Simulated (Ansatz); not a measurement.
SiN₂H₉OF: single-point calculation

- system: SiN₂H₉OF
- method: RKS PBE0-D4/def2-TZVPP (Ansatz 0.2.0)

The geometry is a transition state. The reaction was set up to form Si1–F7, H6–O9 and N2–H8 and to break Si1–N2, H6–F7 and H8–O9 (atoms counted from 1 in the order of the input); sticks are drawn by distance alone. The geometry comes from this level: PBE0-D4/def2-TZVP.

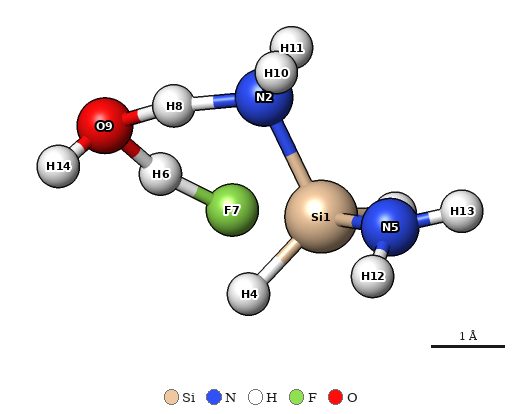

The input geometry (ball-and-stick view, seen at a tilt; atoms are numbered from 1 in the order of the input).

**The input**
```yaml
crystal:
  periodic: [false, false, false]
  atoms:
    - {symbol: Si, position_ang: [-0.324124, -0.502129, -0.720764]}
    - {symbol: N, position_ang: [0.380262, -0.299751, 0.954655]}
    - {symbol: H, position_ang: [0.532030, -1.378871, -1.542233]}
    - {symbol: H, position_ang: [-0.978616, 0.756288, -1.135971]}
    - {symbol: N, position_ang: [-1.731998, -1.477715, -0.408427]}
    - {symbol: H, position_ang: [1.423805, 1.525101, -0.282020]}
    - {symbol: F, position_ang: [1.392044, 0.782165, -1.169441]}
    - {symbol: H, position_ang: [0.744663, 0.937588, 1.071508]}
    - {symbol: O, position_ang: [1.290572, 1.978349, 0.803992]}
    - {symbol: H, position_ang: [-0.273293, -0.651229, 1.646208]}
    - {symbol: H, position_ang: [1.250214, -0.815214, 1.054862]}
    - {symbol: H, position_ang: [-2.656066, -1.098068, -0.522506]}
    - {symbol: H, position_ang: [-1.731132, -2.476638, -0.531772]}
    - {symbol: H, position_ang: [0.681639, 2.720122, 0.781910]}
basis:
  gaussian: {orbitals: def2-TZVPP}
hamiltonian: {xc: pbe0, dispersion: d4}
output: {orbitals: {seedname: orbitals}}
```

Machine: 8 threads of Arm Neoverse V2, 23 GiB of memory available, shared host.

Launch command:
```bash
ansatz run in.yaml --threads 8 --pin off --events-out ev --progress --plain --max-ram 19148MiB
```

**What the program printed**
```
Functional definition: PBE0
  name "PBE0"
  cite "Adamo & Barone, J. Chem. Phys. 110, 6158 (1999) doi:10.1063/1.478522"
  cite "Perdew, Burke & Ernzerhof, Phys. Rev. Lett. 77, 3865 (1996) doi:10.1103/PhysRevLett.77.3865"
  parent pbe
  parameter a = 0.25
  parameter kappa = 0.804
  parameter beta = 0.06672455060314922
  exchange = (1 - a)*pbe_x(kappa = kappa, mu = beta*pi^2/3) + a*exact_x
  correlation = pbe_c(beta = beta)
1439 factors; their error is unknown
mean field evaluation 1: about -15749.0607 eV, gradient 8.9e1 eV
mean field evaluation 2: about -15735.8325 eV, gradient 1.2e2 eV
mean field evaluation 4: about -15762.2405 eV, gradient 5.8e0 eV
mean field evaluation 8: about -15762.3005 eV, gradient 1.2e-1 eV
mean field evaluation 16: about -15762.3349 eV, gradient 1.7e-4 eV
mean field -15762.33485267 eV, -579.2551217412 hartree, gradient 3.1e-5 eV, S^2 0.000000; 0 other end points of the search recorded, 0 dependent functions left out
reference -15762.33488403 eV, -579.2551228937 hartree; 27, 27 occupied and 265, 265 virtual orbitals, 1439 factors
Total energy: -15762.54450614 eV, -579.2628263643 hartree
```

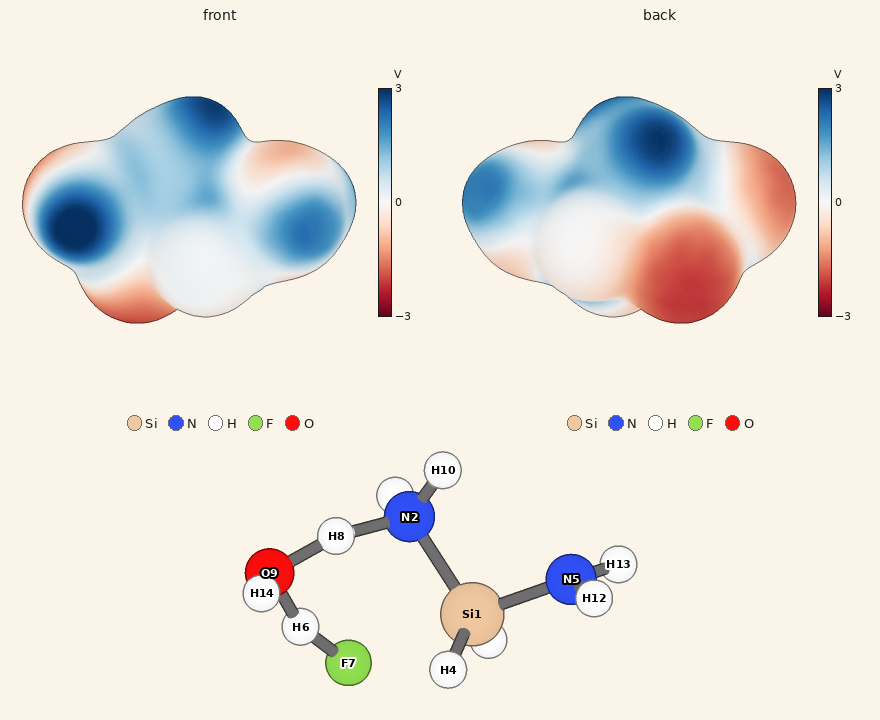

The molecular electrostatic potential painted on the density surface at 0.004 e/bohr³, seen face on and from behind; red is negative and blue positive. The bare structure is drawn below in the same view. A positive charge is drawn to the negative regions and a negative charge to the positive ones.

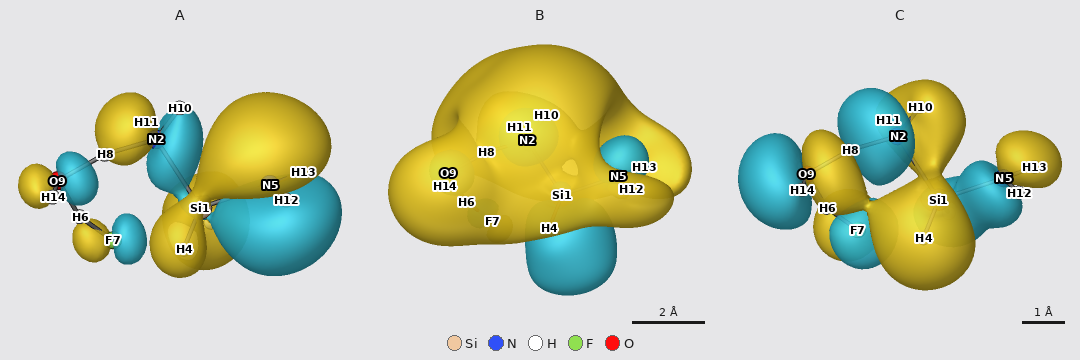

Three frontier orbitals at ±0.05 Å⁻³ᐟ² (yellow and cyan are the two phases). C is the HOMO−1 (−8.56 eV). By Hirshfeld shares it lies mainly on O9 (25 %), N2 (20 %), H4 (10 %), Si1 (10 %) and F7 (10 %). A is the HOMO (−7.11 eV). B is the LUMO (0.50 eV). By Hirshfeld shares it lies mainly on Si1 (25 %), H11 (15 %), H10 (10 %) and N2 (10 %). The HOMO–LUMO gap is 7.61 eV between the orbital energies.

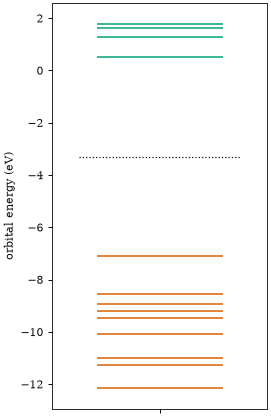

Orbital energies near the frontier; the dotted line parts filled from empty levels, and levels within 0.02 eV of each other stand side by side. Highest filled −7.11 eV, lowest empty 0.50 eV, 7.61 eV apart.

**Summary**

```tsv
quantity	value
outcome	converged
total energy	−15762.5445 eV
mean-field energy	−15762.3349 eV
dispersion energy	−0.2096 eV
SCF solution under orbital rotations	stable
HOMO	−7.11 eV
LUMO	0.50 eV
wall time	2 s (CPU time 14 s)
peak memory	0.79 GiB
```
